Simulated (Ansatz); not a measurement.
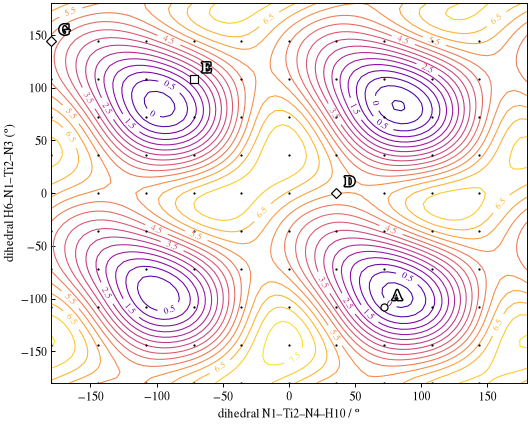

FH₆N₃Ti, SMILES [NH2][Ti]([NH2])([NH2])[F]. The first coordinate is: dihedral N1–Ti2–N4–H10; the second: dihedral H6–N1–Ti2–N3. Nothing is relaxed (all other coordinates rigid). The scan uses a 10 × 10 grid. Points are written as (first, second). Energies are in kcal/mol, from the lowest grid point. Computed with Ansatz 0.2.0, RKS PBE0-D4/def2-SVP.

The picture shows contour lines labelled in kcal/mol, dots at the grid points, lettered points. Between grid points the surface is interpolated.

Q: What kind of point is each of A, E: minimum, saddle, maximum or slope?

A: A: minimum; E: on a slope. (In these two coordinates alone; a stationary point may lie a little off the grid point.)

Q: Rank the lettered points by energy, lowest first.

A: A (0.27 kcal/mol), E (2.0 kcal/mol), G (4.8 kcal/mol), D (5.5 kcal/mol).
